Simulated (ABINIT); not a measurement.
# ZnS (F-43m): Raman and infrared activity, part 2 of 3

Which lines does ZnS (F-43m) show in Raman and infrared spectra?

ABINIT 10.8.3; DFT LDA, scalar-relativistic, plane waves, PseudoDojo norm-conserving pseudopotentials.

So far. Step 3 (Relaxation): The volume changes by -5.9 % in this run and stands -5.9 % from the first cell. Step 4 (Self-consistent run for the response): The cell stands at -0.44 GPa: the relaxation ran with a smoothed and higher cutoff and on another k mesh. The relaxed cell has a = 5.295 Å (conventional setting).

The database entry behind the starting cell differs from later determinations by our own check (about 0.1 % short), so it need not match the best structure at ambient conditions.

**6. Zone-centre response**

The derivative of the wavefunctions by k comes first, since the response to a field is built on it; then the field and the displacements that symmetry doesn't supply are solved at q = 0. By the 2n+1 theorem the first-order wavefunctions also give third derivatives: Raman tensors and the non-linear susceptibility.

It reads the wavefunctions written in step 4.

The input, dfpt_gamma.abi:

```
ndtset 3

# common to the responses
getwfk_filepath "gso_WFK"
kptopt 2
nqpt 1
qpt 0.0 0.0 0.0
asr 0
chneut 0

# d/dk
rfelfd1 2
rfdir1 1 1 1
iscf1 -3
tolwfr1 1.0d-20

# displacements, field
rfphon2 1
rfatpol2 1 2
rfdir2 1 1 1
rfelfd2 3
getddk2 1
tolvrs2 1.0d-10
prepanl2 1
prtden2 1

# third order
optdriver3 5
getden_filepath3 "gso_DEN"
get1den3 2
get1wf3 2
getddk3 1
d3e_pert1_elfd3 1
d3e_pert1_phon3 1
d3e_pert1_atpol3 1 2
d3e_pert1_dir3 1 1 1
d3e_pert2_elfd3 1
d3e_pert2_dir3 1 1 1
d3e_pert3_elfd3 1
d3e_pert3_dir3 1 1 1
usepead3 1
tolvrs3 1.0d-10

# basis, mesh and filling
ecut 38.0
ngkpt 8 8 8
nshiftk 4
shiftk 
    0.5 0.5 0.5
    0.5 0.0 0.0
    0.0 0.5 0.0
    0.0 0.0 0.5
istwfk *1
occopt 1
nband 13
nstep 100
diemac 9.0
prtebands 0
prtgsr 0

# cell and atoms
acell 7.075616634 7.075616634 7.075616634
rprim 
    -0.7071067812 0.0 0.7071067812
    0.0 0.7071067812 0.7071067812
    -0.7071067812 0.7071067812 0.0
ntypat 2
znucl 30 16
natom 2
typat 1 2
xred 
    0.25 0.25 0.25
    0.0 0.0 0.0
pp_dirpath "./pseudo"
pseudos "Zn.upf, S.upf"
```

On the command line:

```console
OMP_NUM_THREADS=1 mpirun -n 8 abinit dfpt_gamma.abi > dfpt_gamma.log
```

Numbers of over 12 decimals in the logs are rounded to 6 here.

dfpt_gamma.abo, the main output file:

```text
[banners, grids, parts of the stress and lines that vanish by symmetry left out]
- input  file    -> dfpt_gamma.abi
- output file    -> dfpt_gamma.abo
- root for input  files -> dfpt_gammai
[...]
DATASET    1 : space group F-4 3 m (#216); Bravais cF (face-center cubic)
[...]
nfft =       64000          nkpt =        1024
[...]
DATASET    2 : space group F-4 3 m (#216); Bravais cF (face-center cubic)
[...]
nfft =       64000          nkpt =        1024
[...]
DATASET    3 : space group F-4 3 m (#216); Bravais cF (face-center cubic)
[...]
mpw =        2821          nfft =       64000          nkpt =        1024
[...]
== DATASET  1 ==================================================================
[...]
cutoff_energies: {ecut:  38.0, pawecutdg:  -1.0, }
[...]
- 16.00000   6.00000  180309                  znucl, zion, pspdat
[...]
Perturbation : derivative vs k along direction   1
[...]
-ETOT  1  -36.101378313697     -3.610E+01 7.382E-01 0.000E+00
 ETOT  2  -36.253409565556     -1.520E-01 7.806E-02 0.000E+00
 ETOT  3  -36.256768841684     -3.359E-03 7.754E-03 0.000E+00
 ETOT  4  -36.256910764066     -1.419E-04 8.658E-04 0.000E+00
 ETOT  5  -36.256920178848     -9.415E-06 7.136E-05 0.000E+00
[...]
At SCF step   24   max residual=  1.00E-20 < tolwfr=  1.00E-20 =>converged.
[...]
Perturbation : derivative vs k along direction   2
[...]
-ETOT  1  -36.101378313384     -3.610E+01 7.382E-01 0.000E+00
[...]
At SCF step   24   max residual=  1.00E-20 < tolwfr=  1.00E-20 =>converged.
[...]
Perturbation : derivative vs k along direction   3
[...]
-ETOT  1  -36.101378313071     -3.610E+01 7.382E-01 0.000E+00
[...]
At SCF step   24   max residual=  1.00E-20 < tolwfr=  1.00E-20 =>converged.
[...]
1        1       0.9569703920    0.0000000000
     1        2      -0.4784851960   -0.0000000000
     1        3      -0.4784851960   -0.0000000000
     2        1      -0.4784851960   -0.0000000000
     2        2       0.9569703920    0.0000000000
     2        3       0.4784851960    0.0000000000
     3        1      -0.4784851960   -0.0000000000
     3        2       0.4784851960    0.0000000000
     3        3       0.9569703920    0.0000000000
[...]
== DATASET  2 ==================================================================
[...]
cutoff_energies: {ecut:  38.0, pawecutdg:  -1.0, }
[...]
Perturbation : displacement of atom   1   along direction   1
[...]
-ETOT  1   29.460246734830     -2.611E+04 2.322E+01 3.565E+03
[...]
At SCF step   12       vres2   =  8.12E-12 < tolvrs=  1.00E-10 =>converged.
[...]
Perturbation : displacement of atom   2   along direction   1
[...]
-ETOT  1   4.327789     -3.464E+02 3.243E+00 9.899E+02
[...]
At SCF step   11       vres2   =  8.52E-12 < tolvrs=  1.00E-10 =>converged.
[...]
Perturbation : homogeneous electric field along direction   1
[...]
-ETOT  1  -112.75759113298     -1.128E+02 1.593E+01 3.499E+04
[...]
At SCF step   13       vres2   =  5.43E-12 < tolvrs=  1.00E-10 =>converged.
[...]
Perturbation : homogeneous electric field along direction   2
[...]
-ETOT  1  -112.75759113417     -1.128E+02 1.593E+01 3.499E+04
[...]
At SCF step   13       vres2   =  5.43E-12 < tolvrs=  1.00E-10 =>converged.
[...]
Perturbation : homogeneous electric field along direction   3
[...]
-ETOT  1  -112.75759113534     -1.128E+02 1.593E+01 3.499E+04
[...]
ETOT 12  -122.90849078915     -5.281E-11 7.835E-10 4.523E-10
 ETOT 13  -122.90849078916     -6.736E-12 6.244E-11 5.432E-12
 At SCF step   13       vres2   =  5.43E-12 < tolvrs=  1.00E-10 =>converged.
[...]
Dielectric tensor, in cartesian coordinates,
[...]
1    4   1    4         6.2130447503        -0.0000000000
   1    4   2    4         0.0000000000        -0.0000000000
   1    4   3    4        -0.0000000000        -0.0000000000
   2    4   1    4        -0.0000000000        -0.0000000000
   2    4   2    4         6.2130447503        -0.0000000000
   2    4   3    4        -0.0000000000        -0.0000000000
   3    4   1    4        -0.0000000000        -0.0000000000
   3    4   2    4         0.0000000000        -0.0000000000
   3    4   3    4         6.2130447503        -0.0000000000
  Effective charges, in cartesian coordinates,
[...]
1    1   1    4         1.9072758279         0.0000000000
   2    1   1    4         0.0000000000         0.0000000000
   3    1   1    4        -0.0000000000         0.0000000000
   1    2   1    4        -1.9056622875         0.0000000000
   2    2   1    4         0.0000000000         0.0000000000
[...]
Effective charges, in cartesian coordinates,
[...]
2    4   1    2         0.0000000000         0.0000000000
   3    4   1    2         0.0000000000         0.0000000000
   1    4   2    2         0.0000000000         0.0000000000
   2    4   2    2        -1.9056622643         0.0000000000
   3    4   2    2         0.0000000000         0.0000000000
   1    4   3    2         0.0000000000         0.0000000000
   2    4   3    2         0.0000000000         0.0000000000
   3    4   3    2        -1.9056622643         0.0000000000
  Phonon wavevector (reduced coordinates) :  0.00000  0.00000  0.00000
 Phonon energies in Hartree :
[...]
Phonon frequencies in cm-1    :
-  4.075692E+00  4.075692E+00  4.075692E+00  2.918689E+02  2.918689E+02
-  2.918689E+02
  Phonon at Gamma, with non-analyticity in the
[...]
Phonon energies in Hartree :
[...]
Phonon frequencies in cm-1    :
-  4.075692E+00  4.075692E+00  4.075904E+00  2.918689E+02  2.918689E+02
-  3.481699E+02
  Phonon at Gamma, with non-analyticity in the
[...]
Phonon energies in Hartree :
[...]
Phonon frequencies in cm-1    :
-  4.075692E+00  4.075692E+00  4.075904E+00  2.918689E+02  2.918689E+02
-  3.481699E+02
  Phonon at Gamma, with non-analyticity in the
[...]
Phonon energies in Hartree :
[...]
Phonon frequencies in cm-1    :
-  4.075692E+00  4.075692E+00  4.075904E+00  2.918689E+02  2.918689E+02
-  3.481699E+02
[...]
== DATASET  3 ==================================================================
[...]
cutoff_energies: {ecut:  38.0, pawecutdg:  -1.0, }
[...]
j1 : displacement of atom   1 along direction   1
[...]
j1 : displacement of atom   2 along direction   1
[...]
j2 : displacement of atom   1 along direction   1
[...]
j2 : displacement of atom   2 along direction   1
[...]
j2 : displacement of atom   1 along direction   1
[...]
j2 : displacement of atom   2 along direction   1
[...]
1          1        0.000000000       -0.000000000       -0.000000000
[...]
1          2       -0.000000000       -0.000000000        0.012432694
[...]
1          3       -0.000000000        0.012432694        0.000000000
[...]
2          1       -0.000000000        0.000000000        0.000000000
[...]
2          2       -0.000000000        0.000000000       -0.012226936
[...]
2          3       -0.000000000       -0.012226937       -0.000000000
[...]
strten2     0.0000000000E+00  0.0000000000E+00  0.0000000000E+00
           strten3     0.0000000000E+00  0.0000000000E+00  0.0000000000E+00
================================================================================
```

It took 59 min on 8 MPI ranks of Arm Neoverse N1, shared host; 7.7 h of CPU time.

Numbers from this step:

| Item | Value |
| --- | --- |
| miss of the charge sum rule | 0.001614 e |
| largest acoustic frequency at the zone centre before the sum rule | 4.08 cm⁻¹ |
| highest optical zone-centre mode (no LO-TO term) | 291.9 cm⁻¹ |
| lowest optical zone-centre mode | 291.9 cm⁻¹ |
| mean high-frequency dielectric constant | 6.213 |
| largest Born charge in size (third of the trace) | 1.907 e |

Born charge (rows field, columns displacement), before the sum rule (e), principal values of the symmetric part by kind of site:

```
atom  atoms with these values    low  middle   high   mean
 Zn1                        1   1.91    1.91   1.91   1.91
  S2                        1  -1.91   -1.91  -1.91  -1.91
```

In full for S2:

```
-1.91  0.00  0.00
 0.00 -1.91  0.00
 0.00  0.00 -1.91
```

High-frequency dielectric tensor:

```
6.21 0.00 0.00
0.00 6.21 0.00
0.00 0.00 6.21
```

The acoustic modes at Γ come out as far as 4.1 cm⁻¹ from zero, where they should vanish, a small numerical error; the Born charges miss their sum rule by 0.0016 e, which is good.

**7. Zone-centre analysis**

anaddb reads the merged derivatives, imposes the acoustic sum rule and charge neutrality, and adds the LO-TO term along chosen directions.

The input, anaddb.abi:

```
ddb_filepath "gamma_DDB"
output_file "anaddb.abo"
outdata_prefix "anaddb"
asr 1
chneut 1
enunit 2
eivec 1
nph1l 1
qph1l 0.0 0.0 0.0 1.0
dieflag 1
nph2l 3
qph2l 
    1.0 0.0 0.0 0.0
    0.0 0.0 1.0 0.0
    1.0 1.0 1.0 0.0
nlflag 1
ramansr 1
alphon 1
prtmbm 1
```

The input, mrgddb.in:

```
gamma_DDB
merged
3
dfpt_gammao_DS2_DDB
dfpt_gammao_DS3_DDB
gso_DDB
```

On the command line:

```console
mrgddb < mrgddb.in > mrgddb.log
OMP_NUM_THREADS=1 anaddb anaddb.abi > anaddb.log
```

anaddb.abo, the main output file:

```text
[banners, grids, parts of the stress and lines that vanish by symmetry left out]
-outvars_anaddb: echo values of input variables ----------------------

 Flags :
[...]
Dielectric Tensor and Effective Charges
[...]
Effective charge tensors after
[...]
1          1        0.000000000       -0.000000000       -0.000000000
[...]
1          2       -0.000000000        0.000000000        0.012329815
[...]
1          3       -0.000000000        0.012329815        0.000000000
[...]
2          1       -0.000000000        0.000000000        0.000000000
[...]
2          2       -0.000000000       -0.000000000       -0.012329815
[...]
2          3       -0.000000000       -0.012329815       -0.000000000
[...]
Phonon wavevector (reduced coordinates) :  0.00000  0.00000  0.00000
 Phonon energies in Hartree :
[...]
Phonon energies in meV     :
-  0.000000E+00  0.000000E+00  0.000000E+00  3.618540E+01  3.618540E+01
-  3.618540E+01
 Phonon frequencies in cm-1    :
-  0.000000E+00  0.000000E+00  0.000000E+00  2.918549E+02  2.918549E+02
-  2.918549E+02
 Phonon frequencies in Thz     :
-  0.000000E+00  0.000000E+00  0.000000E+00  8.749591E+00  8.749591E+00
-  8.749591E+00
 Phonon energies in Kelvin  :
-  0.000000E+00  0.000000E+00  0.000000E+00  4.199141E+02  4.199141E+02
-  4.199141E+02
[...]
-  1  0.00000000E+00  0.00000000E+00  2.37255211E-03
-     0.00000000E+00  0.00000000E+00  0.00000000E+00
-  2  0.00000000E+00  0.00000000E+00  2.37255041E-03
-     0.00000000E+00  0.00000000E+00  0.00000000E+00
[...]
-  1  0.00000000E+00 -2.37255211E-03  0.00000000E+00
-     0.00000000E+00  0.00000000E+00  0.00000000E+00
-  2  0.00000000E+00 -2.37255041E-03  0.00000000E+00
-     0.00000000E+00  0.00000000E+00  0.00000000E+00
[...]
-  1  2.37255211E-03  0.00000000E+00  0.00000000E+00
-     0.00000000E+00  0.00000000E+00  0.00000000E+00
-  2  2.37255041E-03  0.00000000E+00  0.00000000E+00
-     0.00000000E+00  0.00000000E+00  0.00000000E+00
[...]
-  1  0.00000000E+00  0.00000000E+00  1.66143048E-03
-     0.00000000E+00  0.00000000E+00  0.00000000E+00
-  2  0.00000000E+00  0.00000000E+00 -3.38804395E-03
-     0.00000000E+00  0.00000000E+00  0.00000000E+00
[...]
-  1  1.49416156E-07 -1.66143048E-03  0.00000000E+00
-     0.00000000E+00  0.00000000E+00  0.00000000E+00
-  2 -3.04694364E-07  3.38804393E-03  0.00000000E+00
-     0.00000000E+00  0.00000000E+00  0.00000000E+00
[...]
-  1  1.66143048E-03  1.49416156E-07  0.00000000E+00
-     0.00000000E+00  0.00000000E+00  0.00000000E+00
-  2 -3.38804393E-03 -3.04694364E-07  0.00000000E+00
-     0.00000000E+00  0.00000000E+00  0.00000000E+00
[...]
-     1          0.000000    -0.000000     0.000001     0.000001
-     2         -0.000000    -0.000001     0.000000     0.000001
-     3          0.000001     0.000000     0.000000     0.000001
-     4          0.000000    -0.000000     2.551134     2.551134
-     5         -0.000000    -2.551134    -0.000000     2.551134
-     6          2.551134    -0.000000     0.000000     2.551134
[...]
-   1     Real    0.0000E+00  0.0000E+00  0.0000E+00  0.0000E+00  0.0000E+00  0.0000E+00  0.0000E+00
[...]
-   2     Real    0.0000E+00  0.0000E+00  0.0000E+00  0.0000E+00  0.0000E+00  0.0000E+00  0.0000E+00
[...]
-   3     Real    0.0000E+00  0.0000E+00  0.0000E+00  0.0000E+00  0.0000E+00  0.0000E+00  0.0000E+00
[...]
-   4     Real    0.0000E+00  0.0000E+00  9.2673E-05  0.0000E+00  0.0000E+00  0.0000E+00  9.2673E-05
[...]
-   5     Real    0.0000E+00  9.2673E-05  0.0000E+00  0.0000E+00  0.0000E+00  0.0000E+00  9.2673E-05
[...]
-   6     Real    9.2673E-05  0.0000E+00  0.0000E+00  0.0000E+00  0.0000E+00  0.0000E+00  9.2673E-05
[...]
-         0.000000000       0.000000000       0.000000000
-         0.000000000      -0.000000000      -0.000000000
[...]
Phonon at Gamma, with non-analyticity in the
[...]
Phonon energies in Hartree :
[...]
Phonon energies in meV     :
-  0.000000E+00  0.000000E+00  0.000000E+00  3.618540E+01  3.618540E+01
-  4.316797E+01
 Phonon frequencies in cm-1    :
-  0.000000E+00  0.000000E+00  0.000000E+00  2.918549E+02  2.918549E+02
-  3.481732E+02
 Phonon frequencies in Thz     :
-  0.000000E+00  0.000000E+00  0.000000E+00  8.749591E+00  8.749591E+00
-  1.043797E+01
 Phonon energies in Kelvin  :
-  0.000000E+00  0.000000E+00  0.000000E+00  4.199141E+02  4.199141E+02
-  5.009435E+02
[...]
-  1  0.00000000E+00  0.00000000E+00  2.37255211E-03
[...]
-  2  0.00000000E+00  0.00000000E+00  2.37255041E-03
[...]
Phonon at Gamma, with non-analyticity in the
[...]
Phonon energies in Hartree :
[...]
Phonon energies in meV     :
-  0.000000E+00  0.000000E+00  0.000000E+00  3.618540E+01  3.618540E+01
-  4.316797E+01
 Phonon frequencies in cm-1    :
-  0.000000E+00  0.000000E+00  0.000000E+00  2.918549E+02  2.918549E+02
-  3.481732E+02
 Phonon frequencies in Thz     :
-  0.000000E+00  0.000000E+00  0.000000E+00  8.749591E+00  8.749591E+00
-  1.043797E+01
 Phonon energies in Kelvin  :
-  0.000000E+00  0.000000E+00  0.000000E+00  4.199141E+02  4.199141E+02
-  5.009435E+02
[...]
Phonon at Gamma, with non-analyticity in the
[...]
Phonon energies in Hartree :
[...]
Phonon energies in meV     :
-  0.000000E+00  0.000000E+00  0.000000E+00  3.618540E+01  3.618540E+01
-  4.316797E+01
 Phonon frequencies in cm-1    :
-  0.000000E+00  0.000000E+00  0.000000E+00  2.918549E+02  2.918549E+02
-  3.481732E+02
 Phonon frequencies in Thz     :
-  0.000000E+00  0.000000E+00  0.000000E+00  8.749591E+00  8.749591E+00
-  1.043797E+01
 Phonon energies in Kelvin  :
-  0.000000E+00  0.000000E+00  0.000000E+00  4.199141E+02  4.199141E+02
-  5.009435E+02
[...]
-  1  8.70819852E-06 -2.37239910E-03 -2.54939122E-05
[...]
-  2  8.70802248E-06 -2.37239757E-03 -2.54940637E-05
[...]
-  1  2.37252756E-03  8.63924601E-06  6.44996165E-06
[...]
-  2  2.37252603E-03  8.63940949E-06  6.45012670E-06
[...]
-  1  2.29341635E-04  1.04322704E-03 -1.27256867E-03
[...]
-  2 -4.67681040E-04 -2.12738305E-03  2.59506409E-03
[...]
-  1  1.33702527E-03 -8.67128319E-04 -4.69896955E-04
[...]
-  2 -2.72650612E-03  1.76827672E-03  9.58229399E-04
[...]
-        -0.000000000      -0.000000000       0.000000000
-        -0.000000000       0.000000000      -0.000000000
[...]
-         0.000000000      -0.000754728       0.000618712
-        -0.000754728      -0.000000000       0.000136017
-         0.000618712       0.000136017       0.000000000
[...]
-         0.000000000      -0.000278684      -0.000514272
-        -0.000278684       0.000000000       0.000792956
-        -0.000514272       0.000792956       0.000000000
[...]
Direction                     Dielectric constant
[...]
0.00000   0.00000   1.00000      8.84221333
   1.00000   1.00000   1.00000      8.84221333
-
```

Elapsed: 1 s, on 1 thread.

Numbers from this step:

```yaml
mean_static_dielectric_constant: 8.842
highest_mode_moved_by_the_lo_to_term: 348.2 cm⁻¹
```

No LO-TO term; unit eigenvectors of the mass-weighted matrix, from anaddb's displacements. The modes at Γ (shares of kinetic energy by element, %):

```
mode  frequency (cm⁻¹)  symmetry  Zn %  S %
   1               0.0  acoustic    67   33
   2               0.0  acoustic    67   33
   3               0.0  acoustic    67   33
   4             291.9        T2    33   67
   5             291.9        T2    33   67
   6             291.9        T2    33   67
```

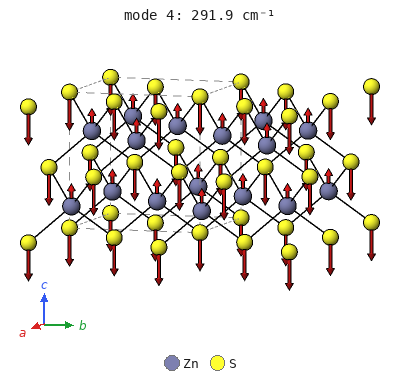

Displacement patterns of mode 4 at Γ; arrows are exaggerated. Bonds to atoms that aren't drawn are left out. 2×2×1 conventional cells are drawn. Some periodic images of atoms are drawn too.

Trace of the oscillator strength, degenerate modes summed. Infrared lines, with heights relative to the strongest:

```
position (cm⁻¹)  lines merged  IR intensity, relative
            292             3                     100
```

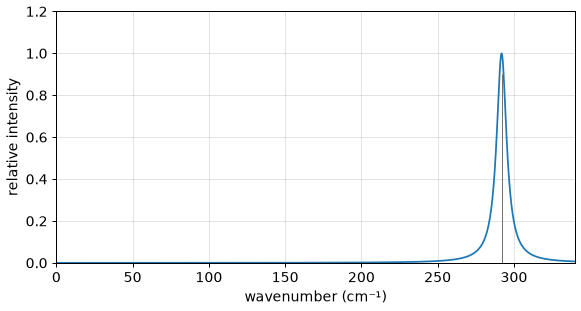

The infrared spectrum, broadened with Lorentzians of width 8 cm⁻¹; bars mark the lines.

From anaddb's Raman susceptibilities, degenerate modes summed; transverse modes, the longitudinal lines of polar modes are not listed. Lines of the Raman spectrum (strongest = 100):

```
position (cm⁻¹)  lines merged  Raman activity (Å⁴/amu), powder, relative
            292             3                                        100
```

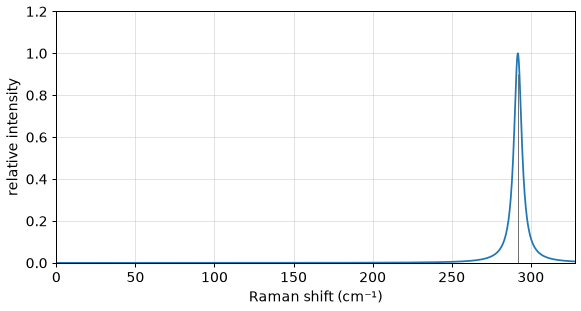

The Raman spectrum, broadened with Lorentzians of width 6 cm⁻¹; bars mark the lines.

Static dielectric tensor (ions relaxed, fixed cell):

```
8.84 0.00 0.00
0.00 8.84 0.00
0.00 0.00 8.84
```

Non-linear optical d (pm/V). Tensor:

```csv
field along,xx,yy,zz,yz,xz,xy
x,0,0,0,10.65,0,0
y,0,0,0,0,10.65,0
z,0,0,0,0,0,10.65
```

The rule moves no optical mode by more than 0.1 cm⁻¹.

[end of part 2 of 3]

[Host names and launcher messages were left out of these logs when they were recorded.]

[Logs are printed without paths, hosts, clocks, repeated set-up lines and the standing remarks that a program may print on its own settings, such as how far it seeks lower states.]

[Hosts, paths, dates, database ids (printed as entryN), source tags and the programs' standing remarks are cut or masked in the printed files.]
